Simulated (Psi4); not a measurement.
Reaction (SMILES): P (PH3) → [PH2-] + H+
B3LYP-D3(BJ)/def2-TZVP geometries, fixed; electronic energies without zero-point terms.

Basis-set convergence of the deprotonation energy at PBE with Psi4. Cartesian d functions, on some or all atoms, in 6-31G*; all else is spherical. Density fitting with the program's default auxiliary sets. Psi4's default fitting sets serve the pcseg sets less well. No added dispersion term, no relativity. Functions are those of the species that has most. Reference: the value in aug-cc-pV(Q+d)Z, 369.86 kcal/mol, itself unsure by roughly 3.28 kcal/mol (its distance from def2-QZVPPD). Deviations are taken from unrounded values.

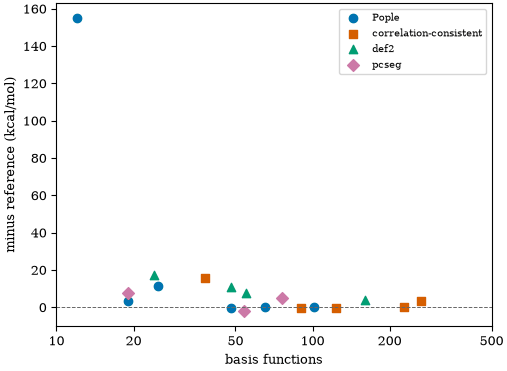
*Deviation from the reference against the number of basis functions, by family of sets.*

| basis | functions | deprotonation energy (kcal/mol) | minus reference (kcal/mol) |
|---|---|---|---|
| STO-3G | 12 | 524.95 | 155.09 |
| 6-31G | 19 | 373.04 | 3.18 |
| pcseg-0 | 19 | 377.55 | 7.69 |
| def2-SV(P) | 24 | 387.01 | 17.15 |
| 6-31G* | 25 | 381.49 | 11.63 |
| cc-pV(D+d)Z | 38 | 385.81 | 15.95 |
| 6-311+G** | 48 | 369.69 | -0.17 |
| def2-SVPD | 48 | 380.64 | 10.77 |
| aug-pcseg-1 | 54 | 367.71 | -2.15 |
| def2-TZVP | 55 | 377.67 | 7.81 |
| 6-311++G(2d,2p) | 65 | 370.13 | 0.27 |
| pcseg-2 | 76 | 375.13 | 5.27 |
| jun-cc-pV(T+d)Z | 90 | 369.76 | -0.10 |
| 6-311++G(3df,3pd) | 101 | 370.26 | 0.40 |
| aug-cc-pV(T+d)Z | 124 | 369.76 | -0.10 |
| def2-QZVPP | 160 | 373.72 | 3.86 |
| aug-cc-pV(Q+d)Z | 227 | 369.86 | 0.00 |
| cc-pV(5+d)Z | 265 | 373.44 | 3.58 |
